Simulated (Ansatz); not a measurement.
The reference is GaAs in the zinc blende structure (space group F-43m, No. 216; a = 5.6667 Å).

One thing is altered: every lattice vector is stretched by 0.50 %, atoms relaxed at fixed cell.

The values are results of r2SCAN (Ansatz, a first-principles code, PAW, no spin-orbit coupling), not measurements.

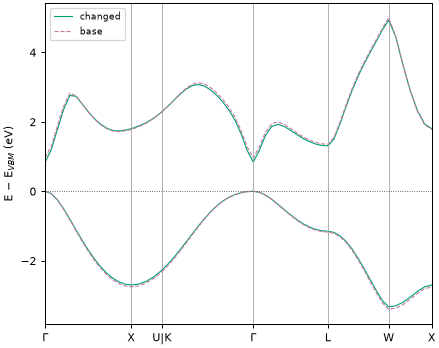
Figure. Highest valence and lowest conduction band along the path, each from its own valence-band maximum

From the figure, how large is the changed gap, and is it direct?

About 0.8 eV, direct at Γ.

The cells carry an imposed strain or load. Whether these cells are dynamically stable was not tested.
